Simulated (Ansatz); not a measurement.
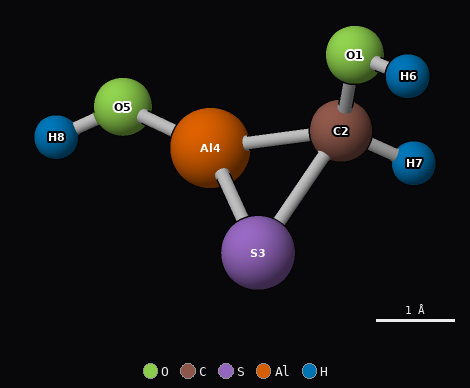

Figure 1. The input geometry of run A (ball-and-stick view, seen at a tilt; atoms are numbered from 1 in the order of the input). Sticks mark near contacts. Bond lengths as drawn: Al–C 1.91 Å, Al–O 1.68 Å, Al–S 2.11 Å, C–H 1.09 Å, C–O 1.38 Å, C–S 2.00 Å and H–O 0.96 Å.

# What a change does: single-point calculation on CH₃AlO₂S

System: CH₃AlO₂S, SMILES O[CH]1[S][Al]1[OH].
Method of run A: RKS wB97M-V/def2-SVP (Ansatz 0.2.0).

The geometry comes from this level: PBE0-D4/def2-TZVP. Text and figures count atoms from 1; the logs count them from 0 in places.

**Input, run A**
```yaml
crystal:
  periodic: [false, false, false]
  atoms:
    - {symbol: O, position_ang: [-0.016827, 1.792758, 0.704491]}
    - {symbol: C, position_ang: [0.488332, 0.808581, -0.113868]}
    - {symbol: S, position_ang: [1.433831, -0.664581, 0.845017]}
    - {symbol: Al, position_ang: [-0.354904, -0.904049, -0.241376]}
    - {symbol: O, position_ang: [-1.617030, -1.859180, -0.797909]}
    - {symbol: H, position_ang: [0.695360, 2.375341, 0.990645]}
    - {symbol: H, position_ang: [1.208898, 1.178858, -0.843421]}
    - {symbol: H, position_ang: [-1.745460, -2.784828, -0.599379]}
basis:
  gaussian: {orbitals: def2-SVP}
hamiltonian: {xc: {name: wB97M-V}}
output: {orbitals: {seedname: orbitals}}
```

Hardware: 4 CPU threads, shared host.

**Output (run A)**
```
Functional definition: wB97M-V
  parameter omega = 0.3/bohr
  parameter cx = 0.15
  parameter cx01 = 1.007
  parameter cx10 = 0.259
  parameter css00 = 0.443
  parameter css04 = -1.437
  parameter css10 = -4.535
  parameter css20 = -3.390
  parameter css43 = 4.278
  parameter cos00 = 1.000
  parameter cos10 = 1.358
  parameter cos20 = 2.924
  parameter cos21 = -8.812
  parameter cos60 = -1.390
  parameter cos61 = 9.142
  parameter b = 6.0
  parameter c = 0.01
  gx(w, u) = 1 - cx + cx01*u + cx10*w
  gss(w, u) = css00 + css04*u^4 + css10*w + css20*w^2 + css43*w^4*u^3
  gos(w, u) = cos00 + cos10*w + (cos20 + cos21*u)*w^2 + (cos60 + cos61*u)*w^6
  exchange = spin_sum(e_x_unif_sr(omega)*gx(b97_w, b97_u_x)) + cx*exact_x_sr(omega) + exact_x_lr(omega)
  correlation = spin_sum(e_c_pw_mod_same_spin*gss(b97_w, b97_u_same))
      + integral(e_c_pw_mod_opposite_spin*gos(b97_w_opposite, b97_u_opposite)) + vv10(b, c)
879 factors; integrals over basis functions are off by at most 1.2e-3 eV
249 factors; integrals over basis functions are off by at most 8.1e-6 eV
mean field evaluation 1: about -22595.3811 eV, gradient 5.5e1 eV
mean field evaluation 2: about -22594.7515 eV, gradient 6.1e1 eV
mean field evaluation 4: about -22601.0787 eV, gradient 1.7e0 eV
mean field evaluation 8: about -22601.1949 eV, gradient 2.0e-1 eV
mean field evaluation 16: about -22601.1951 eV, gradient 2.1e-4 eV
mean field -22601.19507752 eV, -830.5785994587 hartree, gradient 8.3e-5 eV, S^2 0.000000; 0 other end points of the search recorded, 0 dependent functions left out
reference -22601.19512270 eV, -830.5786011189 hartree; 27, 27 occupied and 66, 66 virtual orbitals, 879 factors
Total energy: -22601.19512270 eV, -830.5786011189 hartree
```

For run B the input was changed thus:
```diff
-  gaussian: {orbitals: def2-SVP}
+  gaussian: {orbitals: "def2-QZVPP.json"}
```

How does run B compare with run A?

The total energy of run B is 308.5 kcal/mol lower, which measures the change of basis and not a stability. The HOMO goes from −8.73 to −8.98 eV. The LUMO goes from 0.75 to 0.13 eV. The basis functions go from 93 to 401.

**Output (run B)**
```
Functional definition: wB97M-V
  parameter omega = 0.3/bohr
  parameter cx = 0.15
  parameter cx01 = 1.007
  parameter cx10 = 0.259
  parameter css00 = 0.443
  parameter css04 = -1.437
  parameter css10 = -4.535
  parameter css20 = -3.390
  parameter css43 = 4.278
  parameter cos00 = 1.000
  parameter cos10 = 1.358
  parameter cos20 = 2.924
  parameter cos21 = -8.812
  parameter cos60 = -1.390
  parameter cos61 = 9.142
  parameter b = 6.0
  parameter c = 0.01
  gx(w, u) = 1 - cx + cx01*u + cx10*w
  gss(w, u) = css00 + css04*u^4 + css10*w + css20*w^2 + css43*w^4*u^3
  gos(w, u) = cos00 + cos10*w + (cos20 + cos21*u)*w^2 + (cos60 + cos61*u)*w^6
  exchange = spin_sum(e_x_unif_sr(omega)*gx(b97_w, b97_u_x)) + cx*exact_x_sr(omega) + exact_x_lr(omega)
  correlation = spin_sum(e_c_pw_mod_same_spin*gss(b97_w, b97_u_same))
      + integral(e_c_pw_mod_opposite_spin*gos(b97_w_opposite, b97_u_opposite)) + vv10(b, c)
1423 factors; their error is unknown
336 factors; integrals over basis functions are off by at most 1.2e-5 eV
mean field evaluation 1: about -22607.1422 eV, gradient 6.6e1 eV
mean field evaluation 2: about -22605.1047 eV, gradient 7.7e1 eV
mean field evaluation 4: about -22614.5532 eV, gradient 2.4e0 eV
mean field evaluation 8: about -22614.5740 eV, gradient 3.5e-1 eV
mean field evaluation 16: about -22614.5742 eV, gradient 6.7e-5 eV
mean field -22614.57416065 eV, -831.0702716949 hartree, gradient 6.7e-5 eV, S^2 0.000000; 0 other end points of the search recorded, 0 dependent functions left out
reference -22614.57422090 eV, -831.0702739092 hartree; 27, 27 occupied and 374, 374 virtual orbitals, 1423 factors
Total energy: -22614.57422090 eV, -831.0702739092 hartree
```

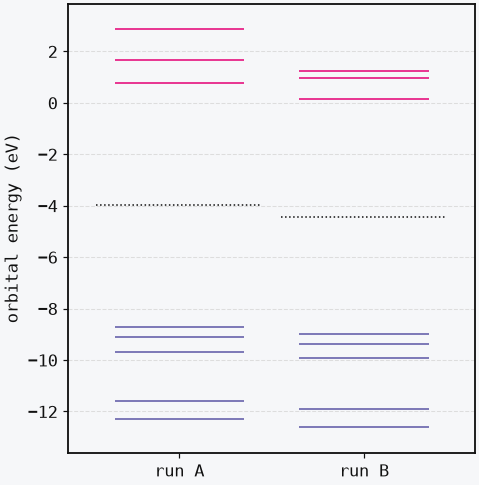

Figure 2. The five highest filled and three lowest empty orbital energies of the two runs; the dotted lines part filled from empty levels. The HOMO–LUMO gap is 9.49 eV in run A and 9.12 eV in run B.

**The two runs side by side**

| quantity | run A | run B |
| --- | --- | --- |
| outcome | converged | converged |
| total energy (hartree) | −830.578601 | −831.070274 |
| HOMO (eV) | −8.73 | −8.98 |
| LUMO (eV) | 0.75 | 0.13 |
| basis functions | 93 | 401 |
| wall time (shared host) | 2.2 s | 8.5 s |
